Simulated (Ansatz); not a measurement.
Method: PBE (plane waves to 420 eV, PAW; Ansatz, a quantum-chemistry and plane-wave program).

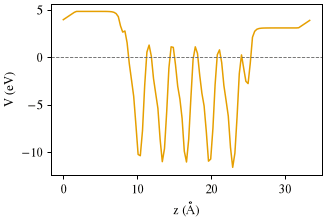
Plane-averaged electrostatic potential energy along the normal, in eV from the Fermi level, for the (111)B surface of zinc-blende AlP, P-terminated, OH on every top atom (bottom of the slab: 3 H on 4 bottom sites)

Slab: 51 atoms, 17.4 Å thick at the start with caps and adatoms; k 3x3x1, smearing 0.025 eV, dipole-corrected; 8 atoms held, the rest relaxed; no symmetry held; spin-polarised, no spin-orbit, no U. The slab shows no gap over 0.04 eV on its mesh. The starting moment vanished. It is one candidate, not shown to be the stable structure of the face.

Task: The surface cell has an area of 52.55 Å². What dipole along the normal does the step between the two vacuum levels imply?

Result: the top vacuum level lies 1.74 eV below the bottom one; p = −ε₀ A ΔV (ε₀ = 0.005526 e/(V·Å)) gives 0.51 e·Å a cell.
